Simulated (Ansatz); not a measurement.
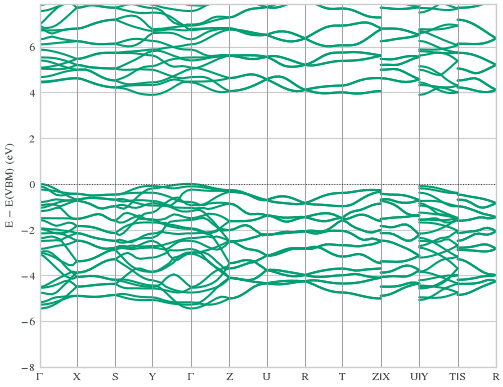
Figure. Band structure from plane-wave PAW LDA (Ansatz code)

The gap is 3.88 eV; an edge lies off the plotted path or next to a special point (maximum at Γ, minimum off the standard path).

Task: Which compound is it?
A. ZrO2, Pca2_1 (Zr on 4a, O on 4a, O on 4a)
B. HfO2, Pca2_1 (Hf on 4a, O on 4a, O on 4a)
C. SnCl2, Pnma (Sn on 4c, Cl on 4c, Cl on 4c)

Result: A, ZrO2, Pca2_1 (Zr on 4a, O on 4a, O on 4a)

The cell was relaxed with LDA under the symmetry of its start. The run is not spin-polarised. Spin–orbit coupling is left out wherever it is not named.

Potentials: the later of the program's two PAW sets.
